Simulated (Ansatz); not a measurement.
**C2BCl (charge −1, doublet): density, localisation and related maps**

```xyz
4

C    -1.9243    0.7140   -2.1779
C    -1.6742   -0.3187   -1.4768
B    -1.2283   -1.4648   -0.7157
Cl   -2.1786   -2.6780    0.2359
```

Geometry: r2SCAN-D4/def2-SVPD.

These are results of Ansatz, isolated molecule in a Gaussian basis; Kohn-Sham density functional theory, functional PBE0, not measurements.

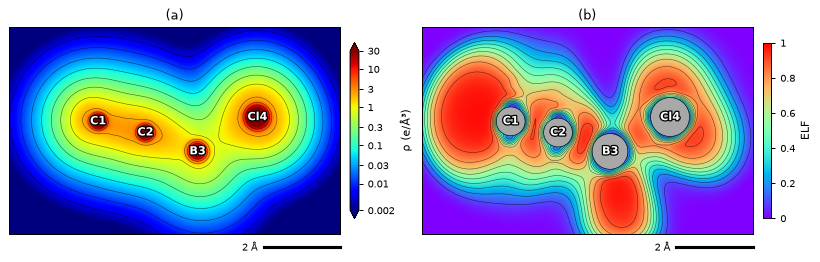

Figure 1. (a) electron density; (b) ELF on the molecular plane. Grey discs cover the atomic cores in the ELF map.

What does the map show?

- Atoms in the plane: C, B and Cl.
- C–C (1.27 Å): ρ at the midpoint is about 2.7 e/Å³; the ELF peaks at about 0.90 between the atoms: a short, multiple covalent bond.
- C–B (1.45 Å): the density is about 1.7 e/Å³ at the midpoint; the ELF peaks at about 0.95 between the atoms (a covalent bond).
- B–Cl (1.81 Å): ρ at the midpoint is about 1.2 e/Å³; the ELF peaks at about 0.90 between the atoms; a shared but strongly polarised pair.
- The ELF also peaks beside B3, Cl4 and C1, away from the bonds: non-bonding electrons, paired or unpaired.

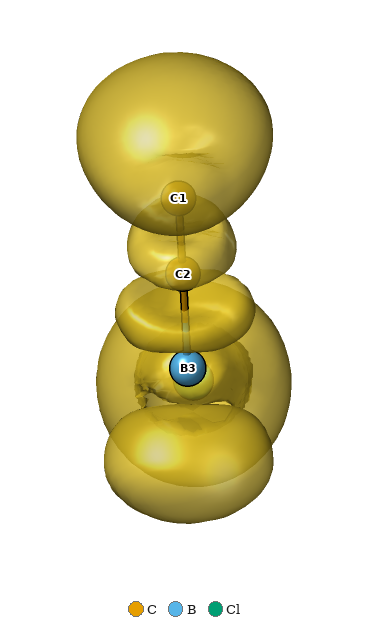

Figure 2. Isosurface of the electron localisation function at 0.8 (yellow), seen at an oblique angle. Only the valence region is drawn (cores and ρ < 0.01 e/Å³ removed).

What do the ELF domains correspond to?

The ELF exceeds this value in one region between bonded B–C atoms (shared pairs), one region between bonded C–C atoms (shared pairs), one region on Cl in which the atom's valence shell and bonds are merged, one lobe on B, pointing away from the bonds (non-bonding electrons) and one lobe on C, pointing away from the bonds (non-bonding electrons).

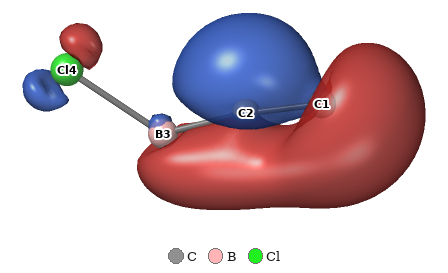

Figure 3. The HOMO−1 (β) at ±0.1 Å⁻³ᐟ² (red and blue are the two phases), seen at a tilt.

What is the character of this orbital?

Its weight (Hirshfeld) is mainly on C1 (about 55 %), C2 (about 35 %) and B3 (about 10 %); it is symmetric in the molecular plane (an in-plane orbital: σ, lone-pair or in-plane π type). Its energy is −2.50 eV.
